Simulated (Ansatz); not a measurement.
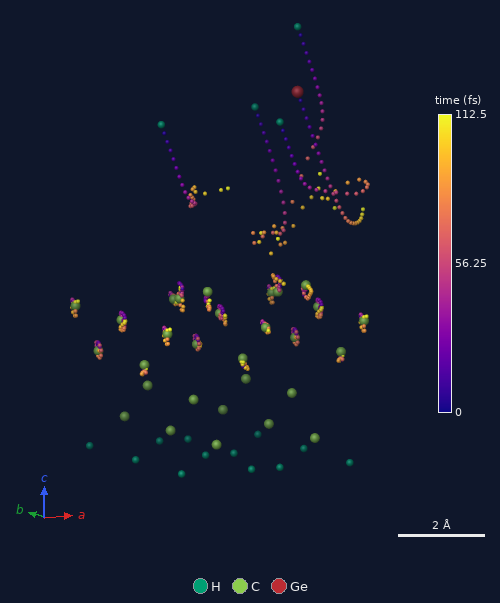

Molecular dynamics of GeH4 on C(100)-2x1, underside capped with H (33 atoms in the cell), 112 fs long. Dots mark each atom's position at evenly spaced times, coloured by time; spheres stand at the starting positions. Fixed atoms have no trace. Seen slightly off an axis in the simulation cell, with the vacuum cut short.

All numbers below come from DFT PBEsol, scalar-relativistic, plane waves, PAW in Ansatz 0.2.0. Run with plane-wave cutoff 420 eV; k-point mesh 2 × 2 × 1; Fermi-Dirac smearing 0.05 eV; 16 atoms held fixed; constant energy (NVE); time step 0.75 fs; at the start 5 atoms move with typed velocities and the others are at rest.

How do the atoms move?

Answer. Root-mean-square distances from the starting positions over the second half, with the common drift of all atoms taken out: Ge 3.47 Å, H 3.41 Å, C 0.21 Å. The run lasts only 112 fs, too short to tell vibration from diffusion. Bond changes: one C–H bond forms at about 71 fs. The mean temperature in the second half is 3754 K (standard deviation 567 K). The potential energy in the second half lies on average 52.7 meV per atom above the first frame.

Limits of the set-up: the periodic images lie only 5.0 Å apart, so the values are limited by the cell's size.

Cost: 25 min on 1 thread of Intel(R) Xeon(R) Platinum 8259CL CPU @ 2.50GHz (Skylake/Cascade Lake) (shared host), peak memory 0.84 GiB.

PAW datasets: the set soft_1.
